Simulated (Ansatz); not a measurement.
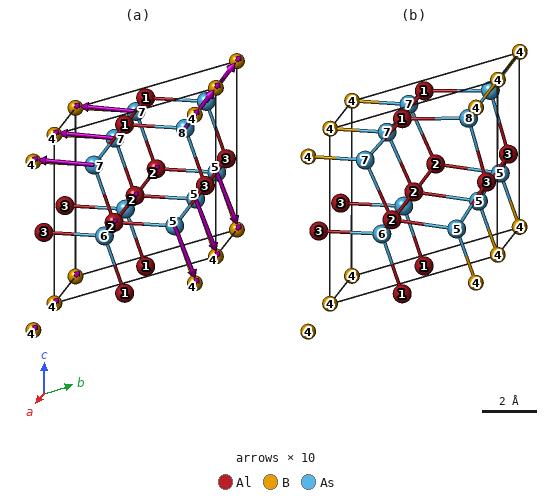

The structure of solid Al₃BAs₄ (a generated structure, set up in Amm2) (coarse preliminary run) before (left) and after (right) a relaxation, at one scale. The purple arrows give the displacements (the part carried along by the change of the cell is left out), magnified 10 times.

A ball-and-stick model of the cell of the calculation, repeated 2 × 1 × 1 with one cell outlined, seen slightly off an axis.

The calculation used DFT PBE, scalar-relativistic, plane waves, PAW (Ansatz).

Input
```yaml
crystal:
  lattice:
    - [3.75754675, 0.0, 0.0]
    - [0.0, 3.75754675, 5.31397357]
    - [0.0, -3.75754675, 5.31397357]
  atoms:
    - { symbol: Al, position: [0.5, 0.5, 0.0] }
    - { symbol: Al, position: [0.0, 0.5, 0.5] }
    - { symbol: Al, position: [0.5, 0.0, 0.5] }
    - { symbol: B, position: [0.0, 0.0, 0.0] }
    - { symbol: As, position: [0.0, 0.875, 0.375] }
    - { symbol: As, position: [0.5, 0.375, 0.375] }
    - { symbol: As, position: [0.0, 0.375, 0.875] }
    - { symbol: As, position: [0.5, 0.875, 0.875] }
basis:
  ecutwfc: 420
kpoints:
  mp_grid: { grid: [4, 4, 4] }
hamiltonian:
  xc: pbe
scf:
  occupations: { method: gaussian, width: 0.1 }
  lower_state_search: "off"
output:
  forces: true
  stress: true
  eigenvalues: true
relax:
  adjacent_minimum: "off"
  f_tol: 0.04
  max_steps: 70
  cell: { stress_tol: 0.4 }
```

Launched with:
```bash
ansatz run input.yaml --threads 1 --pin off --max-ram 2560MiB --backend cpu --events-out ev --progress --plain --runs-dir out
```

Q: Summarise the run.

A: The energy falls by 196 meV per atom in 3 accepted moves (4 points after the start). Largest force component: 3.4 eV/Å at the start, 0.037 eV/Å at the end. Pressure: 13.65 GPa at the start and 0.15 GPa at the end. The SCF was repeated once at an unchanged geometry on a basis and grid sized afresh for the cell, which shifted the energy by 1.0 meV per atom at most. The largest moves relative to the cell, 0.21 Å, are those of As5 and As7. As5 goes along [0 1 −3]. By element the largest moves are As 0.21 Å, B 0.03 Å, Al 0.02 Å. The drawn cell changes as follows: a 3.758 → 3.903 Å (+3.9 %), b = c 6.508 → 6.763 Å (+3.9 %), α 70.5° → 70.4°; the volume changes by +12.0 %. Among the contacts that change: Al1–As8 2.301 → 2.517 Å, Al2–As5 2.301 → 2.465 Å, Al1–As7 2.301 → 2.461 Å, B4–As5 2.301 → 2.158 Å. Among the angles between lasting bonds that change: As5–Al2–As7 109.5° → 119.4°, Al1–As8–Al3 109.5° → 102.0°, As8–B4–As8 109.5° → 116.1°. The space group stays Amm2 (No. 38).
